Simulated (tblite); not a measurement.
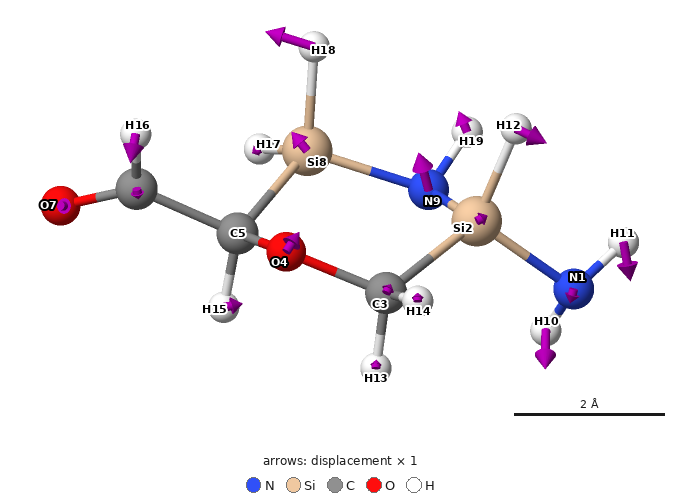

This is a relaxation of C3H10N2O2Si2. The starting structure is drawn; purple arrows show the displacements, at their true length. The two geometries are superimposed by the best rigid fit.

Style: ball-and-stick. Shown from a free direction.

All numbers below come from GFN2-xTB geometry optimisation, gas phase in tblite 0.8.0. 

### What happened in the run?

The largest move after the best rigid fit is that of an H atom, 0.69 Å. Largest moves by element: H 0.69 Å, N 0.58 Å, O 0.34 Å, Si 0.34 Å, C 0.16 Å. Near-neighbour distances that change, for instance: Si–Si 2.772 → 3.127 Å, C–O 1.463 → 1.413 Å, N–Si 1.703 → 1.751 Å, C–C 1.516 → 1.470 Å. Bond angles that change, for instance: Si–N–Si 108.1° → 128.1°, N–Si–N 96.2° → 115.4°, Si–N–H 106.1° → 120.8°. Groups turn about C–O by about 20°. Over 136 geometry steps the energy falls by 104.8 kJ/mol.
